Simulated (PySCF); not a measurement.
# Fluorine Oxoborane (BOF): geometry, NMR shifts, spin-spin couplings, electronic excitations and core binding energies

What NMR shifts, spin-spin couplings, electronic excitations and core binding energies should Fluorine Oxoborane (BOF) (`O=BF`) show?

Programs: PySCF 2.14.0, with density-fitted response routines of our own. Each step states its level of theory. These are calculated values for one molecule in the gas phase, unless marked as measured. Atoms are numbered from 0 throughout.

## 1. The molecule as given

3 atoms, charge 0, multiplicity 1; geometry from: GFN2-xTB. The atoms were then displaced at random by about 0.03 Å, so the start is not that level's minimum.

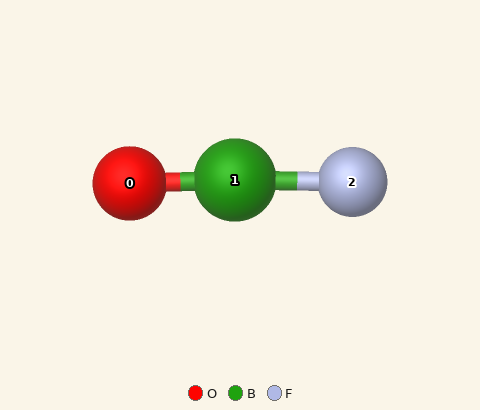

As it starts; oxygen red, boron green, fluorine light blue, atoms numbered.

## 2. Relaxing the molecule at PBE0-D3(BJ)/def2-SVP

What the job is given:

```
{"job": {"xc": "PBE0", "basis": "def2-SVP", "d3": "d3bj", "grid": 1, "shake": 0.03, "kind": "geom"}, "charge": 0, "multiplicity": 1}
O     -1.148530     0.087210     0.000120
B     -0.040770     0.089790    -0.014940
F      1.195860     0.031130    -0.030170
```

The run is started by

```sh
$ OMP_NUM_THREADS=1 python probes_run.py task.json out
```

This one command runs all jobs of the session in turn.

Output:

```text
step   0  E = -199.61617623  max force = 0.244467
step   1  E = -199.63810213  max force = 0.040465
step   2  E = -199.63891741  max force = 0.010199
step   3  E = -199.63897502  max force = 0.001194
step   4  E = -199.63897662  max force = 0.000280
optimisation converged
```

Run time: 3.4 s. Hardware: 1 thread of Arm Neoverse N1, shared host; peak memory 0.23 GiB.

Along the way:

```csv
step,energy from step 0 (eV),largest force component (eV/Å)
0,0.0000,12.5710
1,-0.5966,2.0808
2,-0.6188,0.5245
3,-0.6204,0.0614
4,-0.6204,0.0144
```

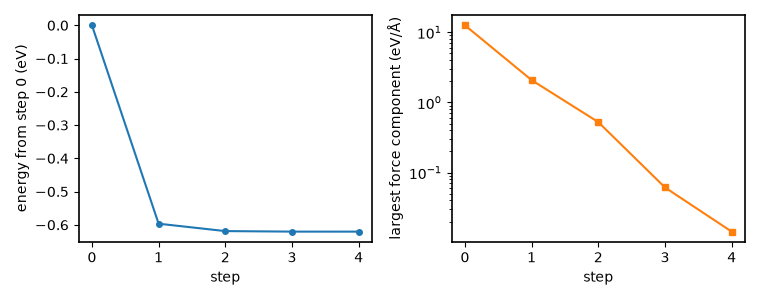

Energy and force, step by step.

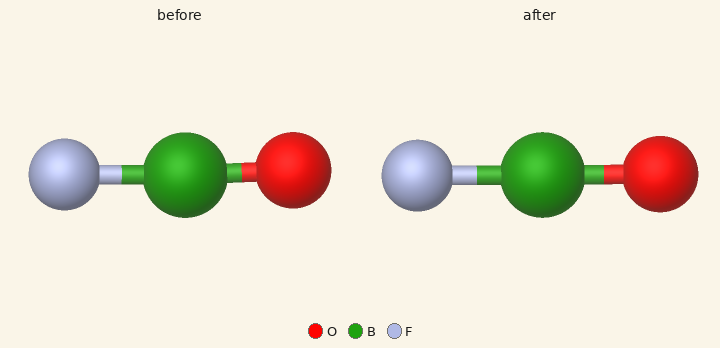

Before and after, at one scale.

Close pairs (by a distance rule), those that changed most:

```csv
bond,before (Å),after (Å),change (Å)
O0–B1,1.108,1.205,+0.097
B1–F2,1.238,1.283,+0.045
```

The end geometry stands in the next job.

```csv
at the end point,value
point group (found at 0.08 Å tolerance),Cinfv
"rotational constants (GHz, main isotopes)","9.369, 9.369"
dipole moment (D),1.97
```

## 3. Nuclear shieldings: PBE0/pcSseg-1

What the job is given:

```
{"job": {"kind": "nmr", "xc": "PBE0", "basis": "pcSseg-1"}, "charge": 0, "multiplicity": 1}
O     -1.228002     0.112254     0.009094
B     -0.023634     0.071207    -0.014393
F      1.258196     0.024669    -0.039690
```

Level: GIAO PBE0/pcSseg-1 NMR shielding, non-relativistic, gas phase.

Output:

```text
coarse grid: 3264 points
cycle   1  E = -199.6029848245  dE =  4.006e-01  |g| = 8.657e-01  |ddm| = 1.584e+00
cycle   2  E = -199.0082287140  dE =  5.948e-01  |g| = 1.911e+00  |ddm| = 1.242e+00
cycle   3  E = -199.7388453145  dE = -7.306e-01  |g| = 2.236e-01  |ddm| = 9.427e-01
cycle   4  E = -199.7462128818  dE = -7.368e-03  |g| = 8.243e-02  |ddm| = 1.184e-01
cycle   5  E = -199.7471248471  dE = -9.120e-04  |g| = 9.614e-03  |ddm| = 3.019e-02
cycle   6  E = -199.7471435852  dE = -1.874e-05  |g| = 2.098e-03  |ddm| = 5.970e-03
cycle   7  E = -199.7471443908  dE = -8.056e-07  |g| = 2.994e-04  |ddm| = 1.025e-03
final grid: 34024 points
cycle   8  E = -199.7809548379  dE = -1.711e-05  |g| = 1.104e-02  |ddm| = 1.251e-02
cycle   9  E = -199.7808835856  dE =  7.125e-05  |g| = 2.262e-02  |ddm| = 1.403e-02
cycle  10  E = -199.7809765947  dE = -9.301e-05  |g| = 8.592e-04  |ddm| = 9.683e-03
cycle  11  E = -199.7809766956  dE = -1.008e-07  |g| = 2.453e-04  |ddm| = 3.964e-04
cycle  12  E = -199.7809767038  dE = -8.267e-09  |g| = 3.016e-05  |ddm| = 9.358e-05
cycle  13  E = -199.7809767040  dE = -1.690e-10  |g| = 5.541e-06  |ddm| = 1.858e-05
converged SCF energy = -199.7809767040

GIAO shielding tensors (ppm)
atom      isotropic    diamagn.    paramagn.     s11        s22        s33       span
  0 O      186.925     392.824    -205.899     74.353     74.354    412.068    337.714
  1 B       93.491     205.183    -111.693     28.768     28.768    222.936    194.168
  2 F      380.218     466.180     -85.961    327.538    327.539    485.579    158.041
```

Run time: 2.6 s. Hardware: 1 thread of Arm Neoverse N1, shared host; peak memory 0.26 GiB.

The references, computed at this level on geometries of the same kind, shield at (ppm): ¹⁹F CFCl3 177.2, ¹⁷O H2O 334.6, ¹¹B BF3·OEt2 100.7. Their shielding less the atom's gives the shift. The references are single molecules in the gas phase, so shifts against H2O, NH3, PH3, H3PO4 or CFCl3 are not on the usual liquid scales and can be off by tens of ppm.

```csv
atoms,environment,σ (ppm),δ (ppm)
O0,oxygen bonded to B,186.9,147.6
B1,"boron bonded to F, O",93.5,7.2
F2,fluorine bonded to B,380.2,-203.0
```

Charges from the same density, by scheme (e):

```csv
atoms,Mulliken,IAO,Hirshfeld,ESP fit
O0,-0.41,-0.47,-0.34,-0.56
B1,0.67,0.73,0.41,0.76
F2,-0.26,-0.26,-0.07,-0.19
```

ESP fit charges:

```csv
atom,value (e)
O0,-0.56
B1,0.76
F2,-0.19
```

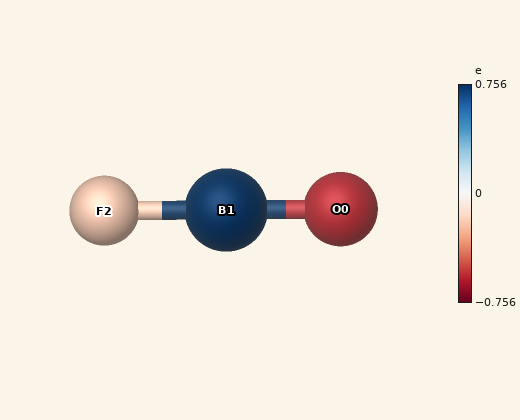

ESP fit charges, as colours on the atoms.

Mayer bond orders: O0–B1 2.24, B1–F2 1.14.

## 4. Indirect couplings: B3LYP/pcJ-1

What the job is given:

```
{"job": {"kind": "j", "xc": "B3LYP", "basis": "pcJ-1"}, "charge": 0, "multiplicity": 1}
O     -1.228002     0.112254     0.009094
B     -0.023634     0.071207    -0.014393
F      1.258196     0.024669    -0.039690
```

With the program's defaults for keys left out, this is: B3LYP/pcJ-1 indirect spin-spin coupling, non-relativistic, gas phase.

Output:

```text
coarse grid: 3264 points
cycle   1  E = -199.8154368907  dE =  4.085e-01  |g| = 9.475e-01  |ddm| = 1.638e+00
cycle   2  E = -198.9512631580  dE =  8.642e-01  |g| = 2.247e+00  |ddm| = 1.407e+00
cycle   3  E = -199.9672885281  dE = -1.016e+00  |g| = 2.972e-01  |ddm| = 1.118e+00
cycle   4  E = -199.9798804219  dE = -1.259e-02  |g| = 1.165e-01  |ddm| = 1.556e-01
cycle   5  E = -199.9816053976  dE = -1.725e-03  |g| = 1.440e-02  |ddm| = 4.065e-02
cycle   6  E = -199.9816485000  dE = -4.310e-05  |g| = 3.418e-03  |ddm| = 9.152e-03
cycle   7  E = -199.9816506436  dE = -2.144e-06  |g| = 3.938e-04  |ddm| = 1.635e-03
final grid: 34024 points
cycle   8  E = -200.0152911536  dE = -1.050e-04  |g| = 5.952e-03  |ddm| = 9.882e-03
cycle   9  E = -200.0152731610  dE =  1.799e-05  |g| = 1.155e-02  |ddm| = 6.677e-03
cycle  10  E = -200.0152960659  dE = -2.290e-05  |g| = 1.259e-03  |ddm| = 5.056e-03
cycle  11  E = -200.0152962692  dE = -2.033e-07  |g| = 7.065e-04  |ddm| = 6.921e-04
cycle  12  E = -200.0152963353  dE = -6.609e-08  |g| = 3.716e-05  |ddm| = 2.400e-04
cycle  13  E = -200.0152963355  dE = -2.453e-10  |g| = 6.481e-06  |ddm| = 2.214e-05
converged SCF energy = -200.0152963355

Indirect spin-spin couplings (Hz)
  i      j    bonds     total        FC       PSO       DSO        SD
  0 O    1 B    1    -18.730   -13.551    -0.265    -0.061    -4.853
  0 O    2 F    2      1.895    22.276    -1.578     0.405   -19.209
  1 B    2 F    1    -72.100   -34.324   -34.458     0.527    -3.845
```

It took 2.5 s on 1 thread of Arm Neoverse N1, shared host; peak memory 0.29 GiB.

Couplings of 1 Hz or more, nine at most for each number of bonds (isotopes 11B, 19F, 17O):

```csv
pair,bonds,J (Hz),Fermi contact (Hz)
B1–F2,1,-72.1,-34.3
O0–B1,1,-18.7,-13.6
O0–F2,2,1.9,22.3
```

Quadrupole couplings from the field gradients of the same density:

```csv
atom,isotope,eQq/h (MHz),η
B1,11B,-2.404,0.00
O0,17O,1.117,0.00
```

## 5. Excited states and response: CAM-B3LYP/def2-SVPD

What the job is given:

```
{"job": {"kind": "uv", "xc": "CAM-B3LYP", "basis": "def2-SVPD", "ip": true}, "charge": 0, "multiplicity": 1}
O     -1.228002     0.112254     0.009094
B     -0.023634     0.071207    -0.014393
F      1.258196     0.024669    -0.039690
```

With the program's defaults for keys left out, this is: TDDFT CAM-B3LYP/def2-SVPD, vertical, gas phase, core orbitals frozen in the response.

Output:

```text
coarse grid: 3264 points
cycle   1  E = -199.6106616768  dE =  3.887e-01  |g| = 8.637e-01  |ddm| = 2.403e+00
cycle   2  E = -199.2909071072  dE =  3.198e-01  |g| = 1.569e+00  |ddm| = 1.720e+00
cycle   3  E = -199.7654793256  dE = -4.746e-01  |g| = 1.321e-01  |ddm| = 1.151e+00
cycle   4  E = -199.7679234521  dE = -2.444e-03  |g| = 6.121e-02  |ddm| = 1.163e-01
cycle   5  E = -199.7685106547  dE = -5.872e-04  |g| = 6.804e-03  |ddm| = 4.089e-02
cycle   6  E = -199.7685230740  dE = -1.242e-05  |g| = 1.454e-03  |ddm| = 1.009e-02
cycle   7  E = -199.7685238201  dE = -7.461e-07  |g| = 2.320e-04  |ddm| = 3.369e-03
final grid: 34024 points
cycle   8  E = -199.8040029733  dE = -2.715e-05  |g| = 2.609e-03  |ddm| = 2.536e-02
cycle   9  E = -199.8040017722  dE =  1.201e-06  |g| = 3.887e-03  |ddm| = 3.906e-03
cycle  10  E = -199.8040044195  dE = -2.647e-06  |g| = 3.176e-04  |ddm| = 2.584e-03
cycle  11  E = -199.8040044288  dE = -9.293e-09  |g| = 2.957e-04  |ddm| = 4.797e-04
cycle  12  E = -199.8040044431  dE = -1.429e-08  |g| = 3.519e-05  |ddm| = 2.003e-04
cycle  13  E = -199.8040044434  dE = -2.927e-10  |g| = 4.950e-06  |ddm| = 5.833e-05
converged SCF energy = -199.8040044434

Static polarisability (au): isotropic 16.430, principal 13.885 13.885 21.520

Singlet excitations
state   eV       nm        f      main configurations
  1   8.0880    153.3   0.04610   H-1->L 0.60, H->L 0.34
  2   8.0880    153.3   0.04610   H->L 0.60, H-1->L 0.34
  3   9.1406    135.6   0.00000   H->L+2 0.30, H-1->L+1 0.30, H-1->L+2 0.15
  4   9.3990    131.9   0.00000   H-1->L+1 0.24, H->L+2 0.24, H-1->L+2 0.21
  5   9.3990    131.9   0.00000   H->L+1 0.24, H-1->L+2 0.24, H-1->L+1 0.21
  6   9.9659    124.4   0.00994   H-2->L 0.88
  7  11.5879    107.0   0.01947   H-2->L+2 0.84
  8  11.5879    107.0   0.01947   H-2->L+1 0.84
  9  11.8884    104.3   0.03670   H->L+3 0.54, H->L+4 0.28
 10  11.8884    104.3   0.03670   H-1->L+3 0.54, H-1->L+4 0.28

Triplet excitations (Tamm-Dancoff, eV): 7.6345 7.6346 8.0089 8.5083
Vertical ionisation energy (delta-SCF) = 13.6713 eV
Vertical electron affinity (delta-SCF) = -0.5870 eV
```

Wall time 7.6 s (1 thread of Arm Neoverse N1, shared host); peak memory 0.29 GiB.

The orbitals next to the gap, with their largest atomic shares:

```csv
orbital,eV,atoms
HOMO−3,-16.81,"F2 85 %, B1 12 %"
HOMO−2,-13.85,"O0 87 %, B1 12 %"
HOMO−1,-11.97,"O0 72 %, B1 22 %, F2 7 %"
HOMO,-11.97,"O0 72 %, B1 22 %, F2 7 %"
LUMO,-0.14,"B1 79 %, F2 12 %, O0 9 %"
LUMO+1,2.27,"O0 41 %, B1 34 %, F2 25 %"
LUMO+2,2.27,"O0 41 %, B1 34 %, F2 25 %"
```

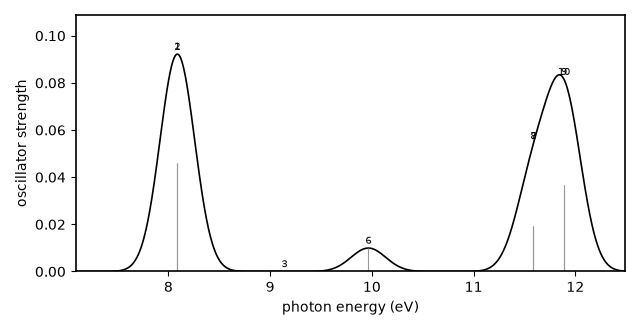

Absorption spectrum from the 10 singlet states computed; above the last one it falls off for lack of states. Lines are broadened to a width of 0.40 eV (Gaussian).

Further results of this job:

```csv
property,computed
dipole moment (D),2.18
polarisability (Å³),2.43
HOMO–LUMO gap (eV),11.83
−ε(HOMO) (eV),11.97
```

## 6. NMR shieldings: WP04/pcSseg-2

What the job is given:

```
{"job": {"kind": "nmr", "xc": "WP04", "basis": "pcSseg-2", "pop": false}, "charge": 0, "multiplicity": 1}
O     -1.228002     0.112254     0.009094
B     -0.023634     0.071207    -0.014393
F      1.258196     0.024669    -0.039690
```

With the program's defaults for keys left out, this is: GIAO WP04/pcSseg-2 NMR shielding, non-relativistic, gas phase.

Output:

```text
coarse grid: 3264 points
cycle   1  E = -203.5232798414  dE =  5.105e-01  |g| = 1.335e+00  |ddm| = 1.344e+00
cycle   2  E = -201.9518469371  dE =  1.571e+00  |g| = 2.927e+00  |ddm| = 1.768e+00
cycle   3  E = -203.7626921648  dE = -1.811e+00  |g| = 5.736e-01  |ddm| = 1.500e+00
cycle   4  E = -203.8168250717  dE = -5.413e-02  |g| = 2.086e-01  |ddm| = 2.624e-01
cycle   5  E = -203.8225991176  dE = -5.774e-03  |g| = 2.698e-02  |ddm| = 8.087e-02
cycle   6  E = -203.8227425154  dE = -1.434e-04  |g| = 7.790e-03  |ddm| = 1.969e-02
cycle   7  E = -203.8227535384  dE = -1.102e-05  |g| = 8.140e-04  |ddm| = 2.880e-03
cycle   8  E = -203.8227536430  dE = -1.046e-07  |g| = 1.144e-04  |ddm| = 3.028e-04
final grid: 34024 points
cycle   9  E = -203.8206186364  dE = -1.303e-04  |g| = 6.281e-03  |ddm| = 3.080e-02
cycle  10  E = -203.8205903886  dE =  2.825e-05  |g| = 1.396e-02  |ddm| = 7.435e-03
cycle  11  E = -203.8206252883  dE = -3.490e-05  |g| = 1.077e-03  |ddm| = 5.564e-03
cycle  12  E = -203.8206253859  dE = -9.762e-08  |g| = 7.909e-04  |ddm| = 5.693e-04
cycle  13  E = -203.8206254721  dE = -8.618e-08  |g| = 4.268e-05  |ddm| = 2.428e-04
cycle  14  E = -203.8206254723  dE = -2.008e-10  |g| = 9.723e-06  |ddm| = 1.673e-05
converged SCF energy = -203.8206254723

GIAO shielding tensors (ppm)
atom      isotropic    diamagn.    paramagn.     s11        s22        s33       span
  0 O      192.503     388.023    -195.520     81.322     81.323    414.864    333.542
  1 B       89.273     206.896    -117.623     22.744     22.744    222.330    199.585
  2 F      387.046     465.263     -78.217    336.294    336.294    488.551    152.257
```

Wall time 3.5 s (1 thread of Arm Neoverse N1, shared host); peak memory 0.35 GiB.

Key values: δ O0 121.6, B1 4.9, F2 -209.7 ppm.

## 7. X-ray photoelectron lines: SCAN, X2C

What the job is given:

```
{"job": {"kind": "xps"}, "charge": 0, "multiplicity": 1}
O     -1.228002     0.112254     0.009094
B     -0.023634     0.071207    -0.014393
F      1.258196     0.024669    -0.039690
```

Level: delta-SCF UKS SCAN, pcX-2 on the ionised atom, pcseg-1 elsewhere, spin-free X2C.

Output:

```text
ground state, core basis on atom 0 (O), 73 functions
  cycle   1  E = -199.91483794  |g| = 9.96e-01
  cycle   2  E = -198.55913763  |g| = 2.64e+00
  cycle   3  E = -200.06735702  |g| = 3.87e-01
  cycle   4  E = -200.09016372  |g| = 1.80e-01
  cycle   5  E = -200.09507312  |g| = 2.24e-02
  cycle   6  E = -200.09517786  |g| = 4.86e-03
  cycle   7  E = -200.09518146  |g| = 1.08e-03
  cycle   8  E = -200.09518123  |g| = 1.09e-04
  E(ground) = -200.08991199 Eh
hole in O 1s of atom 0
  cycle   1  E = -179.48496671  |g| = 2.22e+00
  cycle   2  E = -179.13940408  |g| = 2.15e+00
  cycle   3  E = -180.21253829  |g| = 5.04e-01
  cycle   4  E = -180.22681217  |g| = 4.26e-01
  cycle   5  E = -180.28420649  |g| = 6.79e-02
  cycle   6  E = -180.28575545  |g| = 1.63e-02
  cycle   7  E = -180.28585227  |g| = 2.26e-03
  cycle   8  E = -180.28585608  |g| = 5.92e-04
  cycle   9  E = -180.28585593  |g| = 1.96e-04
  E(ion) = -180.28112497 Eh   <S^2> = 0.7654   hole on atom = 1.000   binding energy = 539.025 eV
ground state, core basis on atom 1 (B), 73 functions
  cycle   1  E = -200.06450590  |g| = 1.01e-01
  cycle   2  E = -200.05657303  |g| = 2.19e-01
  cycle   3  E = -200.06600727  |g| = 1.88e-02
  cycle   4  E = -200.06603835  |g| = 1.44e-02
  cycle   5  E = -200.06607219  |g| = 9.80e-04
  cycle   6  E = -200.06607163  |g| = 1.84e-04
  E(ground) = -200.06601861 Eh
hole in B 1s of atom 1
  cycle   1  E = -192.35746728  |g| = 1.15e+00
  cycle   2  E = -191.44513818  |g| = 1.82e+00
  cycle   3  E = -192.34462645  |g| = 9.24e-01
  cycle   4  E = -192.65574213  |g| = 3.32e-01
  cycle   5  E = -192.68487147  |g| = 1.76e-01
  cycle   6  E = -192.69514578  |g| = 2.29e-02
  cycle   7  E = -192.69543843  |g| = 5.97e-03
  cycle   8  E = -192.69549711  |g| = 3.37e-03
  cycle   9  E = -192.69552905  |g| = 1.36e-03
  cycle  10  E = -192.69553256  |g| = 1.71e-04
  E(ion) = -192.69658640 Eh   <S^2> = 0.7992   hole on atom = 1.000   binding energy = 200.532 eV
ground state, core basis on atom 2 (F), 73 functions
  cycle   1  E = -200.11162245  |g| = 1.25e-01
  cycle   2  E = -200.10997142  |g| = 1.12e-01
  cycle   3  E = -200.11047682  |g| = 9.28e-02
  cycle   4  E = -200.11194002  |g| = 2.37e-02
  cycle   5  E = -200.11203234  |g| = 1.05e-03
  cycle   6  E = -200.11203158  |g| = 1.81e-04
  E(ground) = -200.11236279 Eh
hole in F 1s of atom 2
  cycle   1  E = -173.66949603  |g| = 2.57e+00
  cycle   2  E = -173.31737640  |g| = 2.28e+00
  cycle   3  E = -174.02584799  |g| = 1.08e+00
  cycle   4  E = -174.36134655  |g| = 6.60e-01
  cycle   5  E = -174.52854062  |g| = 6.53e-02
  cycle   6  E = -174.53025814  |g| = 2.34e-02
  cycle   7  E = -174.53050676  |g| = 2.73e-03
  cycle   8  E = -174.53050919  |g| = 3.83e-04
  E(ion) = -174.53643533 Eh   <S^2> = 0.7563   hole on atom = 1.000   binding energy = 695.956 eV
```

Wall time 4.2 s (1 thread of Arm Neoverse N1, shared host); peak memory 0.35 GiB.

Binding energies by hole, beside the orbital energy of the ground state; the difference holds orbital relaxation and, for a density functional, its self-interaction error:

```csv
hole,stands for,environment,ΔSCF (eV),−ε (eV),⟨S²⟩
O1s on O0,O0,oxygen bonded to B,539.02,516.8,0.765
B1s on B1,B1,"boron bonded to F, O",200.53,182.9,0.799
F1s on F2,F2,fluorine bonded to B,695.96,669.1,0.756
```

## 8. Run by run: NMR shifts

Shifts (ppm), with basis size and wall time:

```csv
run,O0,B1,F2,functions,time
PBE0/pcSseg-1,147.6,7.2,-203.0,51,2.6 s
WP04/pcSseg-2,121.6,4.9,-209.7,108,3.5 s
```

## 9. Outcome

```
                                   quantity                                             value
                                point group                                             Cinfv
       rotational constants (main isotopes)                                    9.37, 9.37 GHz
     ¹⁷O shifts against H2O (PBE0/pcSseg-1)                                         147.6 ppm
¹¹B shifts against BF3·OEt2 (PBE0/pcSseg-1)                                           7.2 ppm
   ¹⁹F shifts against CFCl3 (PBE0/pcSseg-1)                                        -203.0 ppm
largest coupling of the table (B3LYP/pcJ-1)                           ¹J(B,F) B1–F2, -72.1 Hz
       lowest singlet (CAM-B3LYP/def2-SVPD)                       8.09 eV (153 nm), f = 0.046
                             lowest triplet                                           7.63 eV
          vertical ionisation energy (ΔSCF)                                          13.67 eV
          vertical electron affinity (ΔSCF)  -0.59 eV (unbound: the value hangs on the basis)
           O1s binding energies, SCAN/pcX-2                                      O0 539.02 eV
           B1s binding energies, SCAN/pcX-2                                      B1 200.53 eV
           F1s binding energies, SCAN/pcX-2                                      F2 695.96 eV
                   range of the shift of O0                                121.6 to 147.6 ppm
```

**Reading.** The start was shaken at random, so part of the energy gained undoes that. The optimisation took 4 steps and gained 0.620 eV; among the close pairs (by a distance rule), O0–B1 changed most, from 1.108 to 1.205 Å. No frequency check was run at this level, so the end point may be a saddle. At PBE0/pcSseg-1: The largest span, 338 ppm, is at O0, where the paramagnetic term is -206 ppm. In the run at B3LYP/pcJ-1, the largest coupling of the table is B1–F2, -72.1 Hz, of which the Fermi-contact term gives -34.3 Hz. The first singlet state (HOMO−1→LUMO 0.60, HOMO→LUMO 0.34) lies at 8.09 eV and is weak; of the 10 states computed, the strongest absorption comes from states 1 to 2 together at 8.09 eV. The lowest triplet lies 0.45 eV below the lowest singlet (triplets in Tamm-Dancoff, singlets in full TDDFT). The orbital energy would give 11.97 eV for ionisation, ΔSCF gives 13.67 eV. Across the 2 runs the shift of O0 moves most, between 121.6 (WP04/pcSseg-2) and 147.6 ppm (PBE0/pcSseg-1). Most of that comes from the computed reference, not from the atom's own shielding.
